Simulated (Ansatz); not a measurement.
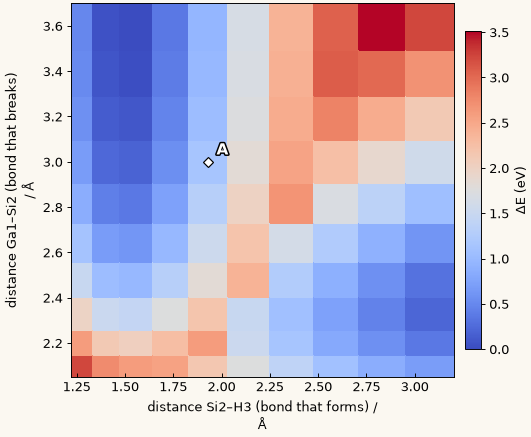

The reacting system ClGaH₄Si (fragments ClGaH₄Si where the first distance is long, ClGa + H₄Si where the second is long). 
- Coordinates scanned: (1) distance Si2–H3 (bond that forms); (2) distance Ga1–Si2 (bond that breaks).
- Relaxed at each point: all other coordinates.
- Grid: 10 × 10 points.
- Points are written as (first, second).
- Energies are in eV, from the lowest grid point.
- Energies and slopes of some neighbouring points disagree (a jump in structure or state, or too coarse a mesh). The reference is spin-restricted, so regions where a bond is pulled apart into radicals lie too high.
- Computed with RKS BHLYP-D4/def2-SVP (Ansatz 0.2.0).

Drawn: one coloured cell a grid point, the point A.

> Which way does the force act at A, and how strong is it?

A, at (1.931 Å, 3.001 Å), is not a stationary point. The computed force is 3.2 eV for each Å towards smaller values of the first coordinate and 0.76 eV for each Å towards larger values of the second coordinate.
